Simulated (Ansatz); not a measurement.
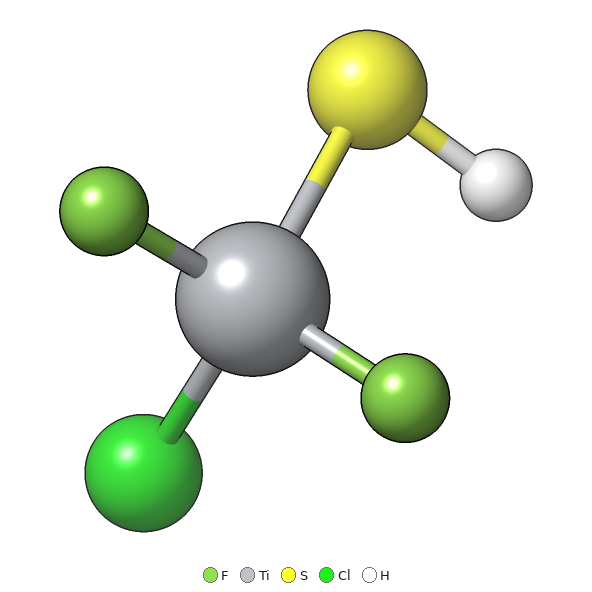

Ball-and-stick drawing of a structure.

Charge 0, singlet.

Describe the molecule.

Formula ClF2HSTi. SMILES: `[F][Ti]([F])([SH])[Cl]`. This geometry has C1 symmetry. Coordination: 1 Ti tetrahedral; 1 S bent.

The parts below concern this one geometry. Atoms keep their numbers from picture to picture. The geometry was computed by an optimisation with PBE0-D4/def2-TZVP.

Dipole moment

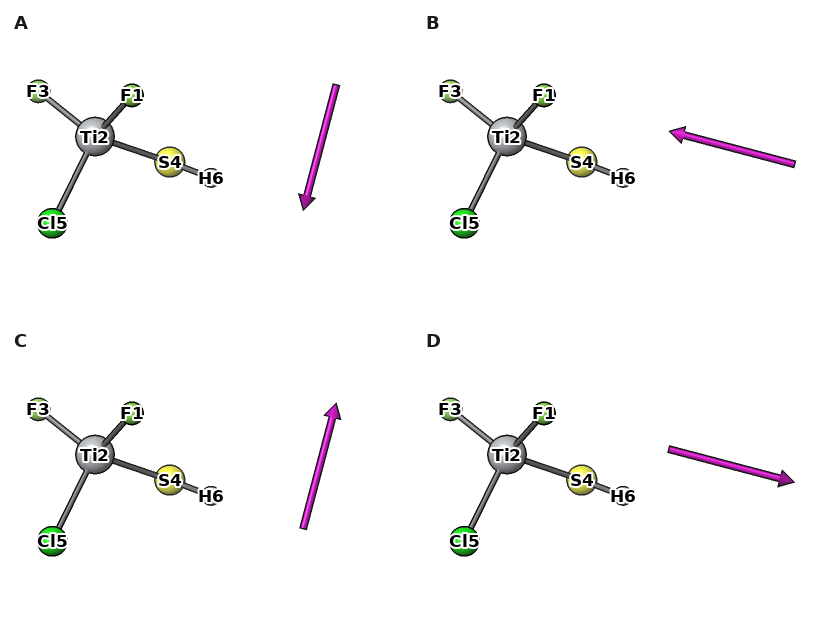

The same molecule four times, each with an arrow. Level of theory: RKS r2SCAN-D4/def2-TZVPP (Ansatz 0.2.0).

Which arrow points along the dipole moment, from the negative to the positive end?

Answer. D. The dipole moment is 1.05 D; it points from the side of F3 to the side of H6 (the outermost atoms at the two ends).

Vibrations

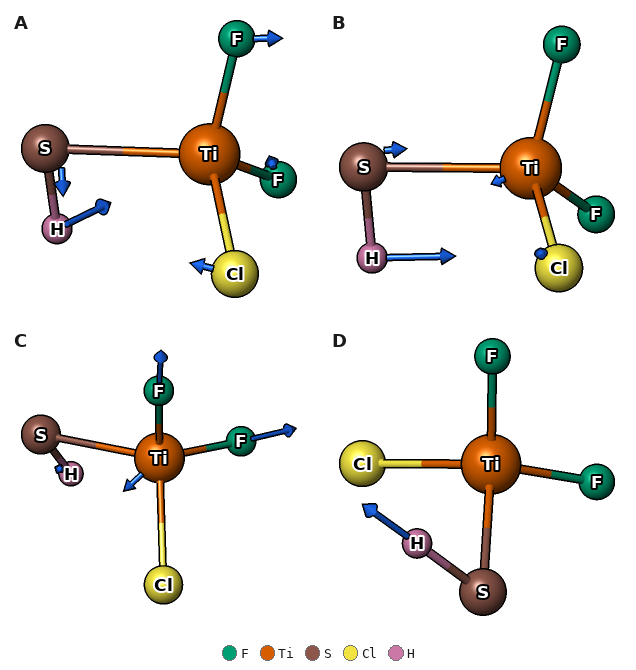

4 normal modes of one molecule or complex, as arrows. Harmonic vibrations computed with RKS PBE0-D4/def2-TZVP (Ansatz 0.2.0) at a stationary point of the same level.

Match the panels to the wavenumbers 129 cm⁻¹, 425 cm⁻¹, 760 cm⁻¹, 2681 cm⁻¹.

Answer. A: 129 cm⁻¹, angle bending
B: 425 cm⁻¹
C: 760 cm⁻¹, in-phase stretching of 2 Ti–F bonds
D: 2681 cm⁻¹, S–H stretching

Thermal motion

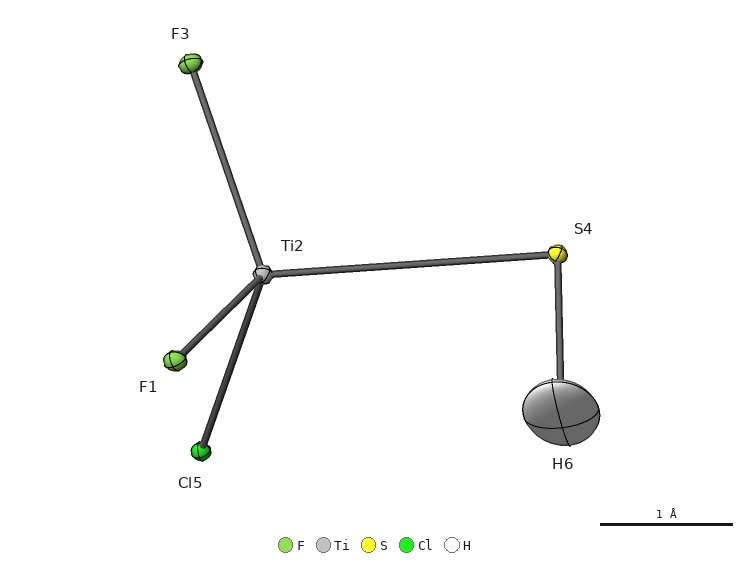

Displacement ellipsoids at the 50 % level, from the internal vibrations of the free molecule (harmonic, no overall translation or rotation; no half-axis is drawn under 0.075 Å). Vibrations computed with RKS PBE0-D4/def2-TZVP (Ansatz 0.2.0). Temperature: 0 K (zero-point motion alone).

Which atom moves most?

Answer. H6, with U_eq = 0.0526 Å².

Does H6 move more along its bond or across it?

Answer. Across it: the root-mean-square amplitude is 0.083 Å along the bond and up to 0.342 Å across, since bending and torsion are softer than stretching.

List U_eq and the three principal root-mean-square amplitudes for each kind of atom.

| atom | U_eq (Å²) | rms amplitudes (Å) |
| --- | --- | --- |
| F1 | 0.0027 | 0.039, 0.054, 0.060 |
| Ti2 | 0.00074 | 0.025, 0.028, 0.028 |
| F3 | 0.0028 | 0.039, 0.054, 0.062 |
| S4 | 0.0013 | 0.030, 0.034, 0.042 |
| Cl5 | 0.0011 | 0.029, 0.032, 0.040 |
| H6 | 0.0526 | 0.083, 0.185, 0.342 |
